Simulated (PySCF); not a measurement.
C5H5F3SSi, SMILES c1(sc(cc1)[Si](F)(F)F)C at its GFN2-xTB optimised geometry (Å):

```
15

C     -1.6267    -2.5635     0.0011
C     -0.7057    -1.3973     0.0000
C      0.6576    -1.3973     0.0000
C      1.2121    -0.1054     0.0000
C      0.2752     0.8941    -0.0005
Si     0.5623     2.7175     0.0019
F     -0.0316     3.4894    -1.2517
F      2.1085     3.0745     0.0165
F     -0.0554     3.4878     1.2451
S     -1.3287     0.2155    -0.0009
H     -2.2691    -2.5441     0.8808
H     -2.2688    -2.5461    -0.8789
H     -1.0571    -3.4894     0.0022
H      1.2473    -2.2965     0.0004
H      2.2691     0.0919     0.0000
```

Method: CAM-B3LYP/def2-TZVP run with PySCF. Cells within 0.4 Å of a nucleus heavier than hydrogen are left out (blank, or x).

Map of the Laplacian of the electron density (e/bohr⁵), clipped to [-1.50, 1.50] on the plane z = 0.0 Å:

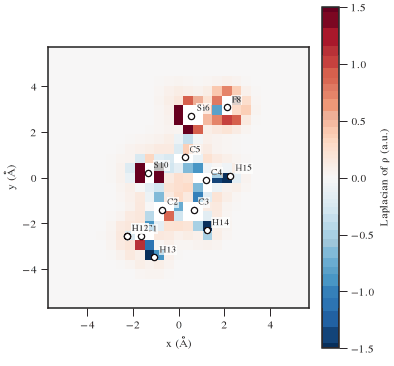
*Laplacian of the electron density (e/bohr⁵), clipped to [-1.50, 1.50] on the plane z = 0.0 Å.*
